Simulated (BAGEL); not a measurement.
**RI-MP2/def2-SVP (density fitting with cc-pvqz-jkfit) run of C5H6S (SMILES Cc1cccs1)**

What is the energy change on altering one bond length of C5H6S at RI-MP2/def2-SVP (density fitting with cc-pvqz-jkfit)? 

The results are computed with BAGEL 1.2.2.

2 further runs of the same task are left out: 1 that didn't finish, 1 set aside as unsound or not needed.

### Step 1. The system as given

C5H6S has 12 atoms, charge 0, and is taken as a singlet. SMILES: `Cc1cccs1`. The shape is that of a PBE0-D4/def2-TZVP optimisation.

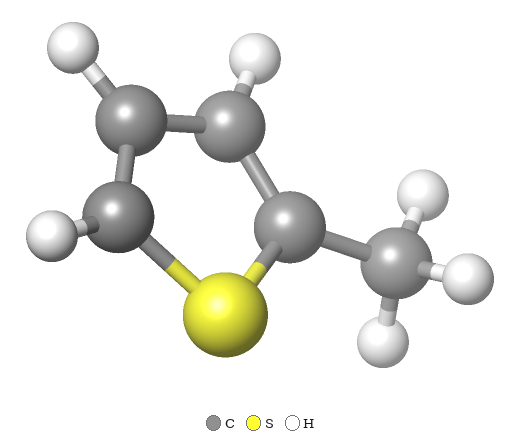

The structure, seen from a chosen angle (carbon grey, sulfur yellow, hydrogen white).

### Step 2. The energy at RI-MP2/def2-SVP (density fitting with cc-pvqz-jkfit)

Contents of job.json:

```json
{ "bagel": [

{
  "title": "molecule",
  "basis": "svp",
  "df_basis": "cc-pvqz-jkfit",
  "angstrom": "true",
  "geometry": [
    { "atom": "C", "xyz": [      -0.180060,      -0.623760,       1.893480 ] },
    { "atom": "C", "xyz": [      -0.144840,      -0.085780,       0.505450 ] },
    { "atom": "C", "xyz": [       0.722890,      -0.397700,      -0.500900 ] },
    { "atom": "C", "xyz": [       0.467610,       0.306850,      -1.704690 ] },
    { "atom": "C", "xyz": [      -0.595740,       1.149550,      -1.598120 ] },
    { "atom": "S", "xyz": [      -1.281630,       1.082870,      -0.035230 ] },
    { "atom": "H", "xyz": [       0.624580,      -1.348270,       2.027280 ] },
    { "atom": "H", "xyz": [      -1.125310,      -1.127980,       2.110720 ] },
    { "atom": "H", "xyz": [      -0.049070,       0.164840,       2.639060 ] },
    { "atom": "H", "xyz": [       1.524390,      -1.115690,      -0.378620 ] },
    { "atom": "H", "xyz": [       1.049440,       0.191650,      -2.609650 ] },
    { "atom": "H", "xyz": [      -1.012270,       1.803430,      -2.348790 ] }
  ]
},

{
  "title": "hf"
},

{
  "title": "mp2",
  "ncore": 10
}

]}
```

Command:

```
$ BAGEL_NUM_THREADS=1 BAGEL job.json > job.out
```

Log:

```text
* using 1 threads per process

  ===============================================================
  ===============================================================

  *** Geometry ***

  { "atom" : "C", "xyz" : [     -0.340264,     -1.178736,      3.578159 ] },
  { "atom" : "C", "xyz" : [     -0.273708,     -0.162101,      0.955162 ] },
  { "atom" : "C", "xyz" : [      1.366064,     -0.751544,     -0.946564 ] },
  { "atom" : "C", "xyz" : [      0.883655,      0.579862,     -3.221397 ] },
  { "atom" : "C", "xyz" : [     -1.125785,      2.172335,     -3.020009 ] },
  { "atom" : "S", "xyz" : [     -2.421930,      2.046328,     -0.066575 ] },
  { "atom" : "H", "xyz" : [      1.180285,     -2.547861,      3.831004 ] },
  { "atom" : "H", "xyz" : [     -2.126528,     -2.131573,      3.988683 ] },
  { "atom" : "H", "xyz" : [     -0.092729,      0.311502,      4.987101 ] },
  { "atom" : "H", "xyz" : [      2.880680,     -2.108349,     -0.715488 ] },
  { "atom" : "H", "xyz" : [      1.983154,      0.362166,     -4.931524 ] },
  { "atom" : "H", "xyz" : [     -1.912913,      3.407989,     -4.438570 ] },

  Number of auxiliary basis functions:      984

  Since a DF basis is specified, we compute 2- and 3-index integrals:
    o Being stored without compression. Storage requirement is 0.110 GB

  Number of basis functions:      118
  Number of electrons      :       52

    * METHOD: MOLECULE                             1.48

  *** RHF ***

  === Nuclear Repulsion ===
   274.4562565719

      * DIIS with orbital gradients will be used.

  === RHF iteration (svp) ===
      0       -589.88691906          0.01241245           0.36
      1       -590.03385680          0.00680331           0.35
      2       -590.07503869          0.00154130           0.34
      3       -590.07837775          0.00051923           0.34
      4       -590.07867973          0.00011564           0.35
      5       -590.07872591          0.00005543           0.36
      6       -590.07873683          0.00002747           0.38
      7       -590.07873974          0.00000697           0.42
      8       -590.07873994          0.00000252           0.35
      9       -590.07873994          0.00000119           0.39
     10       -590.07873995          0.00000044           0.34
     11       -590.07873995          0.00000015           0.35
     12       -590.07873995          0.00000006           0.35
     13       -590.07873995          0.00000002           0.37
     14       -590.07873995          0.00000001           0.37
    * SCF iteration converged.

    * Permanent dipole moment:
           (   -0.202969,     0.196247,    -0.066143) a.u.

    * METHOD: HF                                   6.10

  *** RHF ***

  === Nuclear Repulsion ===
   274.4562565719

      * DIIS with orbital gradients will be used.

  === RHF iteration (svp) ===
      0       -590.07873995          0.00000000           0.34
    * SCF iteration converged.

    * Permanent dipole moment:
           (   -0.202970,     0.196247,    -0.066143) a.u.

  === DF-MP2 calculation ===

    * freezing 10 orbitals
    * 3-index integral transformation done
    * assembly done

      MP2 correlation energy:   -0.8013007351      0.26

      MP2 total energy:       -590.8800406825

    * METHOD: MP2                                  1.01

  ===============================================================
```

It took 9 s on 1 thread of Arm Neoverse V1, shared host; peak memory 0.33 GiB.

### Step 3. The distorted shape

Contents of calc.json:

```json
{ "bagel" : [

{
  "title" : "molecule",
  "basis" : "svp",
  "df_basis" : "cc-pvqz-jkfit",
  "angstrom" : "true",
  "geometry" : [
    { "atom" : "C", "xyz" : [      -0.878242,      -0.485523,       2.979410 ] },
    { "atom" : "C", "xyz" : [      -0.843022,       0.052457,       1.591380 ] },
    { "atom" : "C", "xyz" : [       0.024708,      -0.259463,       0.585030 ] },
    { "atom" : "C", "xyz" : [      -0.230572,       0.445087,      -0.618760 ] },
    { "atom" : "C", "xyz" : [      -1.293922,       1.287787,      -0.512190 ] },
    { "atom" : "S", "xyz" : [      -1.979812,       1.221107,       1.050700 ] },
    { "atom" : "H", "xyz" : [      -0.073602,      -1.210033,       3.113210 ] },
    { "atom" : "H", "xyz" : [      -1.823492,      -0.989743,       3.196650 ] },
    { "atom" : "H", "xyz" : [      -0.747252,       0.303077,       3.724990 ] },
    { "atom" : "H", "xyz" : [       0.826208,      -0.977453,       0.707310 ] },
    { "atom" : "H", "xyz" : [       1.049440,       0.191650,      -2.609650 ] },
    { "atom" : "H", "xyz" : [      -1.710452,       1.941667,      -1.262860 ] }
  ]
},

{
  "title" : "hf"
},

{
  "title" : "mp2",
  "ncore" : 10
}

]}
```

Command:

```
$ BAGEL_NUM_THREADS=1 BAGEL calc.json > calc.out
```

Log:

```text
* using 1 threads per process

  ===============================================================
  ===============================================================

  *** Geometry ***

  { "atom" : "C", "xyz" : [     -1.659637,     -0.917505,      5.630269 ] },
  { "atom" : "C", "xyz" : [     -1.593081,      0.099129,      3.007272 ] },
  { "atom" : "C", "xyz" : [      0.046691,     -0.490314,      1.105546 ] },
  { "atom" : "C", "xyz" : [     -0.435718,      0.841093,     -1.169287 ] },
  { "atom" : "C", "xyz" : [     -2.445158,      2.433565,     -0.967899 ] },
  { "atom" : "S", "xyz" : [     -3.741302,      2.307558,      1.985535 ] },
  { "atom" : "H", "xyz" : [     -0.139088,     -2.286631,      5.883114 ] },
  { "atom" : "H", "xyz" : [     -3.445900,     -1.870343,      6.040793 ] },
  { "atom" : "H", "xyz" : [     -1.412102,      0.572733,      7.039211 ] },
  { "atom" : "H", "xyz" : [      1.561307,     -1.847118,      1.336622 ] },
  { "atom" : "H", "xyz" : [      1.983154,      0.362166,     -4.931524 ] },
  { "atom" : "H", "xyz" : [     -3.232286,      3.669219,     -2.386460 ] },

  Number of auxiliary basis functions:      984

  Since a DF basis is specified, we compute 2- and 3-index integrals:
    o Being stored without compression. Storage requirement is 0.110 GB

  Number of basis functions:      118
  Number of electrons      :       52

    * METHOD: MOLECULE                             1.39

  *** RHF ***

  === Nuclear Repulsion ===
   270.6650112664

      * DIIS with orbital gradients will be used.

  === RHF iteration (svp) ===
      0       -589.60571240          0.01318083           0.36
      1       -589.74427981          0.01059891           0.35
      2       -589.84823282          0.00199801           0.35
      3       -589.85395693          0.00090892           0.35
      4       -589.85495839          0.00020201           0.35
      5       -589.85506305          0.00010520           0.35
      6       -589.85509005          0.00004927           0.36
      7       -589.85510185          0.00001970           0.35
      8       -589.85510292          0.00000813           0.35
      9       -589.85510310          0.00000481           0.35
     10       -589.85510314          0.00000278           0.36
     11       -589.85510316          0.00000084           0.36
     12       -589.85510316          0.00000045           0.35
     13       -589.85510316          0.00000025           0.35
     14       -589.85510316          0.00000011           0.35
     15       -589.85510316          0.00000005           0.35
     16       -589.85510316          0.00000004           0.35
     17       -589.85510316          0.00000002           0.35
     18       -589.85510316          0.00000001           0.34
    * SCF iteration converged.

    * Permanent dipole moment:
           (    0.224977,     0.116290,    -0.743454) a.u.

    * METHOD: HF                                   7.30

  *** RHF ***

  === Nuclear Repulsion ===
   270.6650112664

      * DIIS with orbital gradients will be used.

  === RHF iteration (svp) ===
      0       -589.85510316          0.00000000           0.34
    * SCF iteration converged.

    * Permanent dipole moment:
           (    0.224976,     0.116290,    -0.743454) a.u.

  === DF-MP2 calculation ===

    * freezing 10 orbitals
    * 3-index integral transformation done
    * assembly done

      MP2 correlation energy:   -0.8351012748      0.26

      MP2 total energy:       -590.6902044356

    * METHOD: MP2                                  1.01

  ===============================================================
```

Wall time 9.9 s (1 thread of Arm Neoverse V1, shared host); peak memory 0.33 GiB.

### Step 4. Summary of results

At RI-MP2/def2-SVP (density fitting with cc-pvqz-jkfit), 10 core orbitals frozen:

| quantity | value |
| --- | --- |
| first shape: total energy | -590.88004 Eh |
| first shape: correlation energy (10 core orbitals frozen) | -801.3 mEh |
| distorted shape: total energy | -590.69020 Eh |
| distorted shape: correlation energy (10 core orbitals frozen) | -835.1 mEh |
| energy change with the C4–H11 bond stretched from 1.082 to 2.380 Å | 5.166 eV |

**Reading.** One bond (distorted shape) is far stretched, which a spin-restricted single reference describes badly; perturbation theory on it can break down and give far too much correlation. With the C4–H11 bond stretched from 1.082 to 2.380 Å the energy rises by 5.17 eV (498 kJ/mol). The first shape isn't relaxed at this level, so the change isn't measured from a minimum. A restricted reference can't describe the breaking bond well at this length.
